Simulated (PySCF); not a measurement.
**C5H9ClSi2 (SMILES ClC[SiH]1C=C[SiH2]C=C1): density, localisation and related maps**

Input file:

```
{"job": {"kind": "nmr", "xc": "PBE0", "basis": "pcSseg-1"}, "charge": 0, "multiplicity": 1}
Cl    -3.067201     2.338582    -0.216220
C     -3.789268     0.776069     0.279941
Si    -2.413271    -0.524980     0.450242
C     -1.194773     0.066293     1.737797
C     -0.004494     0.621191     1.441909
Si     0.662389     0.830343    -0.298094
C     -0.375177    -0.164038    -1.502516
C     -1.566488    -0.715905    -1.204745
H     -4.530239     0.489662    -0.481264
H     -4.321513     0.935663     1.229406
H     -3.073588    -1.801408     0.873027
H     -1.487679    -0.010642     2.795479
H      0.626982     0.974564     2.270797
H      0.678338     2.275439    -0.685927
H      2.081111     0.352514    -0.349400
H      0.024504    -0.303510    -2.518183
H     -2.090545    -1.282827    -1.988606
```

Launched as:

```sh
OMP_NUM_THREADS=1 python probes_run.py task.json out
```

Geometry: PBE0-D3(BJ)/def2-SVP.

All numbers below come from PBE0/pcSseg-1, SCF density, gas phase, non-relativistic in PySCF.

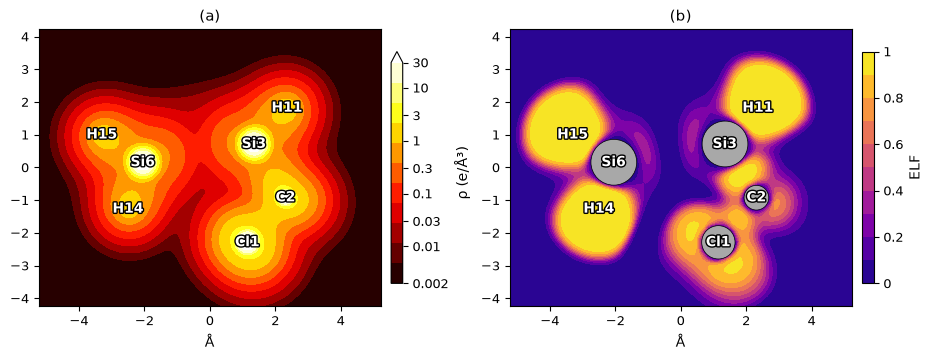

Figure 1. (a) electron density; (b) ELF on the plane of atoms C2, Si3 and H11. Grey discs cover the atomic cores in the ELF map.

What does the map show?

The section cuts through Cl, C, Si and H sites. C–Cl (1.79 Å): the density is about 1.3 e/Å³ at the midpoint; the ELF peaks at about 0.90 between the atoms, as expected for a covalent bond. Si–H (1.50 Å): ρ at the midpoint is about 0.77 e/Å³; the ELF climbs to about 1 towards the hydrogen, as it does in any bond to H. The ELF also peaks beside Cl1, away from the bonds: lone-pair regions.

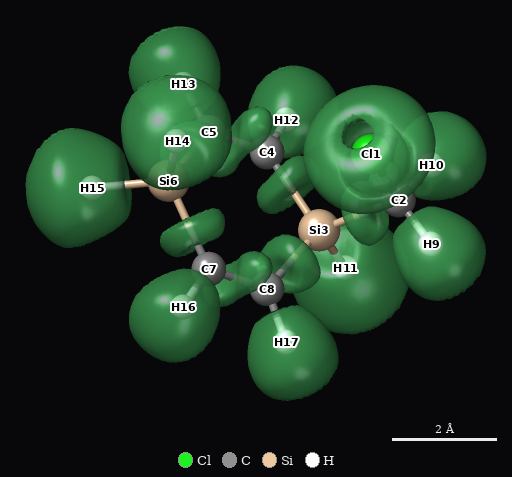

Figure 2. Isosurface of the electron localisation function at 0.8 (green), seen at a tilt. Core shells and regions of very low density are left out.

Describe the localisation domains.

The surface consists of two regions between bonded C–C atoms (shared pairs), one region between bonded C–Cl atoms (shared pairs), five regions between bonded C–Si atoms (shared pairs), nine regions around hydrogen nuclei and one ring or bowl of non-bonding electrons around Cl.


C–C (1.35 Å): the ELF peaks at about 0.90 between the atoms; a covalent bond.

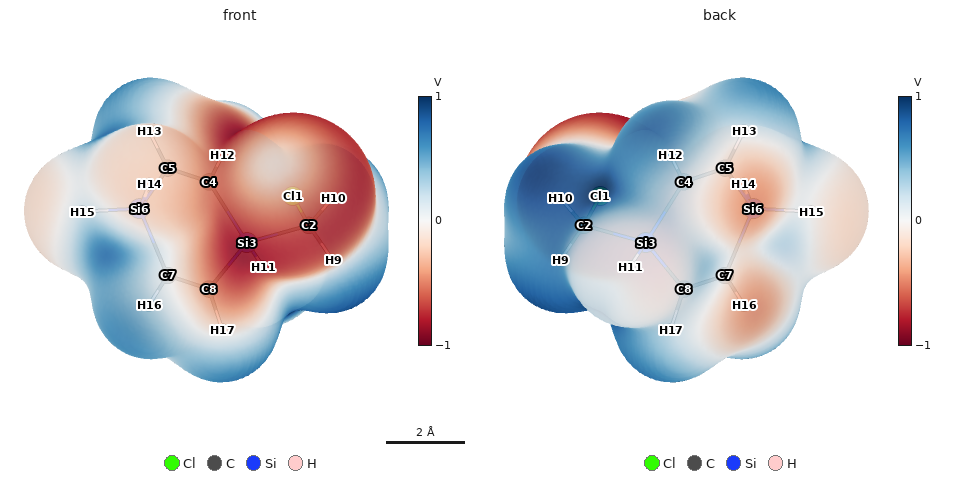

Figure 3. The electrostatic potential painted on the density surface at 0.001 e/bohr³, seen from the front and from behind; the colour scale runs from red (negative) to blue (positive).

Which sites attract a positive test charge, and which a negative one?

A positive charge is drawn to the negative regions and a negative charge to the positive ones. The most negative region (about −0.9 V) lies over the C and Cl atoms, the most positive (about +0.9 V) over Si3.
